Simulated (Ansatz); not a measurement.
# CAM-B3LYP/def2-SVP (core potential) run of CH6FNSn (SMILES [CH3][SnH]([NH2])[F])

What is the vertical ionisation energy of CH6FNSn at CAM-B3LYP/def2-SVP (core potential)? 

The results are computed with Ansatz 0.2.0.

112 further runs of the same task are left out: 112 set aside as unsound or not needed.

## (1) The molecule

CH6FNSn has 10 atoms, charge 0, and is taken as a singlet. SMILES: `[CH3][SnH]([NH2])[F]`. Geometry: relaxed at PBE0-D4/def2-TZVP. This is one conformer, not always the lowest.

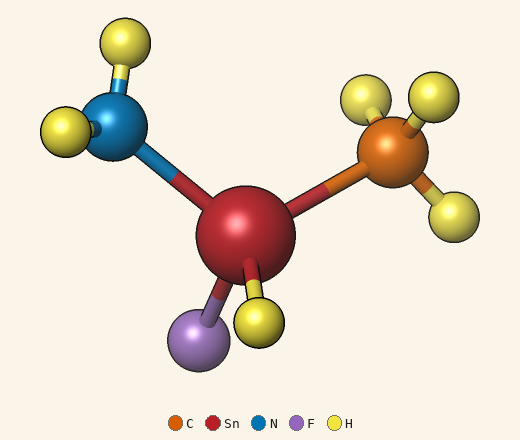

Viewed from a chosen angle; carbon orange, tin red, nitrogen blue, fluorine purple, hydrogen yellow.

## (2) A single-point energy at CAM-B3LYP/def2-SVP (core potential)

The input, input.yaml:

```yaml
crystal:
  periodic: [false, false, false]
  atoms:
    - {symbol: C, position_ang: [-1.023300, 1.186900, 0.305600]}
    - {symbol: Sn, position_ang: [-0.012600, -0.424100, -0.632800]}
    - {symbol: N, position_ang: [1.522200, -1.085200, 0.465800]}
    - {symbol: F, position_ang: [-1.308600, -1.855400, -0.593400]}
    - {symbol: H, position_ang: [-1.191500, 0.935400, 1.352900]}
    - {symbol: H, position_ang: [-0.432400, 2.100700, 0.242800]}
    - {symbol: H, position_ang: [-1.985300, 1.342500, -0.181300]}
    - {symbol: H, position_ang: [0.413300, -0.329300, -2.280300]}
    - {symbol: H, position_ang: [1.719700, -0.610700, 1.333200]}
    - {symbol: H, position_ang: [2.381600, -1.312000, -0.009700]}
basis:
  gaussian:
    orbitals: def2-SVP
output:
  orbitals: {seedname: orbitals}
accuracy: high
hamiltonian:
  xc: {name: CAM-B3LYP}
```

Command:

```bash
$ ansatz run input.yaml --threads 1 --pin off --max-ram 3480MiB --events-out events.jsonl --progress --plain --runs-dir runs
```

Output:

```text
Warning: RAYON_NUM_THREADS=1 ignored (pool sized by the plan → 1); use --threads N
Functional definition: CAM-B3LYP
  name "CAM-B3LYP"
  parameter alpha = 0.19
  parameter beta = 0.46
  parameter omega = 0.33/bohr
  parameter ac = 0.81
  exchange = (1 - alpha - beta)*b88_x + beta*b88_x_sr(omega) + alpha*exact_x + beta*exact_x_lr(omega)
  correlation = (1 - ac)*vwn5_c + ac*lyp_c
2383 factors; integrals over basis functions are off by at most 8.1e-9 eV
467 factors; integrals over basis functions are off by at most 2.0e-9 eV
mean field evaluation 1: about -11157.7794 eV, gradient 6.7e1 eV
mean field evaluation 2: about -11153.3257 eV, gradient 8.3e1 eV
mean field evaluation 4: about -11166.8875 eV, gradient 2.9e0 eV
mean field evaluation 8: about -11167.0330 eV, gradient 2.4e-1 eV
mean field evaluation 16: about -11167.0332 eV, gradient 2.6e-5 eV
mean field -11167.03315141 eV, -410.3808990274 hartree, gradient 1.4e-8 eV, S^2 0.000000; 0 other end points of the search recorded, 0 dependent functions left out
reference -11167.03317244 eV, -410.3808998003 hartree; 25, 25 occupied and 73, 73 virtual orbitals, 2383 factors
Total energy: -11167.03317244 eV, -410.3808998003 hartree
```

Wall time 12 s (1 thread of Arm Neoverse V2, shared host); peak memory 0.43 GiB.

## (3) The doublet cation at the same level

The input, job.yaml:

```yaml
crystal:
  periodic: [false, false, false]
  atoms:
    - symbol: C
      position_ang: [-1.023300, 1.186900, 0.305600]
    - symbol: Sn
      position_ang: [-0.012600, -0.424100, -0.632800]
    - symbol: "N"
      position_ang: [1.522200, -1.085200, 0.465800]
    - symbol: F
      position_ang: [-1.308600, -1.855400, -0.593400]
    - symbol: H
      position_ang: [-1.191500, 0.935400, 1.352900]
    - symbol: H
      position_ang: [-0.432400, 2.100700, 0.242800]
    - symbol: H
      position_ang: [-1.985300, 1.342500, -0.181300]
    - symbol: H
      position_ang: [0.413300, -0.329300, -2.280300]
    - symbol: H
      position_ang: [1.719700, -0.610700, 1.333200]
    - symbol: H
      position_ang: [2.381600, -1.312000, -0.009700]
basis:
  gaussian:
    orbitals: def2-SVP
total_charge: 1
magnetization:
  spin_polarized: true
  initial_magnetization: 1
hamiltonian:
  xc: {name: CAM-B3LYP}
accuracy: high
output: {orbitals: {seedname: orbitals}}
```

Command:

```bash
$ ansatz run job.yaml --threads 1 --pin off --max-ram 3480MiB --events-out events.jsonl --progress --plain --runs-dir runs
```

Output, cut to the lines that bear on the results:

```text
Warning: RAYON_NUM_THREADS=1 ignored (pool sized by the plan → 1); use --threads N
[... 2 set-up lines as earlier in the session ...]
[...]
2384 factors; integrals over basis functions are off by at most 8.1e-9 eV
466 factors; integrals over basis functions are off by at most 2.0e-9 eV
[...]
mean field -11157.42113021 eV, -410.0276637637 hartree, gradient 6.3e-8 eV, S^2 0.754632; 2 other end points of the search recorded, 0 dependent functions left out
reference -11157.42115052 eV, -410.0276645098 hartree; 25, 24 occupied and 73, 74 virtual orbitals, 2384 factors
Total energy: -11157.42115052 eV, -410.0276645098 hartree
```

It took 26 s on 1 thread of Arm Neoverse V2, shared host; peak memory 0.6 GiB.

## (4) Summary of results

At CAM-B3LYP/def2-SVP (core potential):

```
                                          quantity          value
                     singlet CH6FNSn: total energy  -410.38090 Eh
                      singlet CH6FNSn: HOMO energy       -8.59 eV
                      singlet CH6FNSn: LUMO energy        1.38 eV
                    singlet CH6FNSn: HOMO–LUMO gap        9.97 eV
                      doublet cation: total energy  -410.02766 Eh
doublet cation: HOMO energy (highest over α and β)      -15.01 eV
 doublet cation: LUMO energy (lowest over α and β)      -10.68 eV
                              doublet cation: ⟨S²⟩          0.755
vertical ionisation energy (to the doublet cation)       9.612 eV
```

In words: The vertical ionisation energy comes to 9.61 eV (927 kJ/mol). −ε(HOMO) before ionisation, 8.59 eV, is 1.02 eV below this ionisation energy.
